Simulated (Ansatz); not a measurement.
**AlNH2Cl (SMILES [NH2][Al][Cl]): UCCSD/STO-3G**

Aim: the vertical doublet–quartet gap of AlNH2Cl at UCCSD/STO-3G, from 2 runs. 

Program for the calculation: Ansatz 0.2.0.

### 1 The system as given

The species is AlNH2Cl (5 atoms), meant as a doublet with charge 0. As SMILES, `[NH2][Al][Cl]`. The shape is that of a PBE0-D4/def2-TZVP optimisation. This is one conformer, not always the lowest.

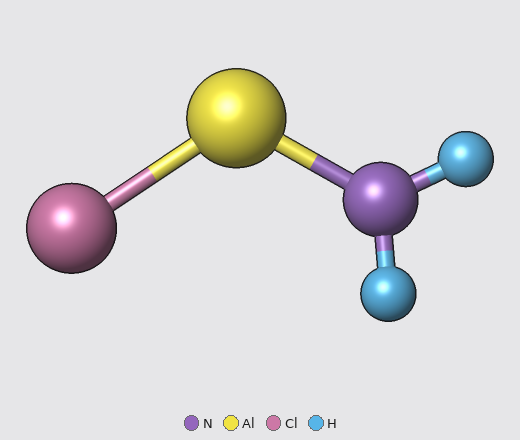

Viewed from a chosen angle; nitrogen purple, aluminium yellow, chlorine pink, hydrogen blue.

### 2 The energy at UCCSD/STO-3G

File run.yaml:

```yaml
crystal:
  periodic: [false, false, false]
  atoms:
    - {symbol: "N", position_ang: [-0.549400, 0.461700, -0.232000]}
    - {symbol: Al, position_ang: [0.402600, -0.291600, 1.049100]}
    - {symbol: Cl, position_ang: [1.907000, -1.649700, 0.440800]}
    - {symbol: H, position_ang: [-1.293600, 1.123300, -0.083500]}
    - {symbol: H, position_ang: [-0.416600, 0.282700, -1.215900]}
basis:
  gaussian:
    orbitals: STO-3G
magnetization:
  spin_polarized: true
  initial_magnetization: 1
correlation:
  method: ccsd
  frozen_orbitals: {Al: 5, Cl: 5, H: 0, "N": 1}
accuracy: high
scf:
  omitted_lower_state_checks: [cluster_reference, increment]
```

Run with:

```console
$ ansatz run run.yaml --threads 1 --pin off --max-ram 2610MiB --events-out events.jsonl --progress --plain --runs-dir runs
```

Log (excerpt; [...] marks lines left out):

```text
Warning: RAYON_NUM_THREADS=1 ignored (pool sized by the plan → 1); use --threads N
Functional definition: HF
  name "HF"
[...]
452 factors; integrals over basis functions are off by at most 2.1e-8 eV
[...]
mean field -20369.60800808 eV, -748.5692872806 hartree, gradient 2.3e-8 eV, S^2 0.752847; 0 other end points of the search recorded, 0 dependent functions left out
11 core orbitals not correlated: weight in the atoms' cores, before any rotation towards them, 1.000 or more for the frozen orbitals, at most 0.000 for the correlated occupied ones
reference -20369.60800808 eV, -748.5692872806 hartree; 9, 8 occupied and 5, 6 virtual orbitals, 452 factors
second order -1.70725700 eV of doubles, -0.00000000 eV of singles
cycle   1  -1.98745208 eV  change   -2.8e-1 eV  update   6.6e-2
[...]
cycle  21  -2.19850377 eV  change  -6.3e-10 eV  update  8.3e-10
Total energy: -20371.80651185 eV, -748.6500808039 hartree
Checks for a lower state left out: cluster_reference, increment
```

It took 0.32 s on 1 thread of Arm Neoverse V2, shared host.

### 3 The quartet

File molecule.yaml:

```yaml
crystal:
  periodic: [false, false, false]
  atoms:
    - symbol: "N"
      position_ang: [-0.549400, 0.461700, -0.232000]
    - symbol: Al
      position_ang: [0.402600, -0.291600, 1.049100]
    - symbol: Cl
      position_ang: [1.907000, -1.649700, 0.440800]
    - symbol: H
      position_ang: [-1.293600, 1.123300, -0.083500]
    - symbol: H
      position_ang: [-0.416600, 0.282700, -1.215900]
basis:
  gaussian: {orbitals: STO-3G}
magnetization: {spin_polarized: true, initial_magnetization: 3}
correlation: {method: ccsd, frozen_orbitals: {Al: 5, Cl: 5, H: 0, "N": 1}}
scf: {omitted_lower_state_checks: [cluster_reference, increment]}
accuracy: high
```

Run with:

```console
$ ansatz run molecule.yaml --threads 1 --pin off --max-ram 2610MiB --events-out events.jsonl --progress --plain --runs-dir runs
```

Log (excerpt; [...] marks lines left out):

```text
Warning: RAYON_NUM_THREADS=1 ignored (pool sized by the plan → 1); use --threads N
Functional definition: HF
  name "HF"
[...]
452 factors; integrals over basis functions are off by at most 2.1e-8 eV
[...]
mean field -20363.56398851 eV, -748.3471736582 hartree, gradient 1.8e-8 eV, S^2 3.758635; 0 other end points of the search recorded, 0 dependent functions left out
11 core orbitals not correlated: weight in the atoms' cores, before any rotation towards them, 1.000 or more for the frozen orbitals, at most 0.000 for the correlated occupied ones
reference -20363.56398851 eV, -748.3471736582 hartree; 10, 7 occupied and 4, 7 virtual orbitals, 452 factors
second order -1.15611911 eV of doubles, -0.00000000 eV of singles
cycle   1  -1.44272918 eV  change   -2.9e-1 eV  update   4.3e-2
[...]
cycle  25  -1.62770172 eV  change  -2.4e-10 eV  update  5.3e-10
Total energy: -20365.19169023 eV, -748.4069905932 hartree
Checks for a lower state left out: cluster_reference, increment
```

Wall time 0.34 s (1 thread of Arm Neoverse V2, shared host).

### 4 Summary of results

At UCCSD/STO-3G, 11 core orbitals frozen:

| quantity | value |
| --- | --- |
| doublet: total energy | -748.65008 Eh |
| doublet: correlation energy (11 core orbitals frozen) | -80.8 mEh |
| doublet: ⟨S²⟩ of the reference determinant | 0.753 |
| doublet: T1 diagnostic | 0.016 |
| quartet: total energy | -748.40699 Eh |
| quartet: correlation energy (11 core orbitals frozen) | -59.8 mEh |
| quartet: ⟨S²⟩ of the reference determinant | 3.759 |
| quartet: T1 diagnostic | 0.007 |
| vertical energy of the quartet above the doublet | 6.615 eV |

**Reading.** At this shape the quartet lies 6.61 eV (153 kcal/mol) above the doublet. In a minimal basis such a difference can be off by several eV, whatever the method.
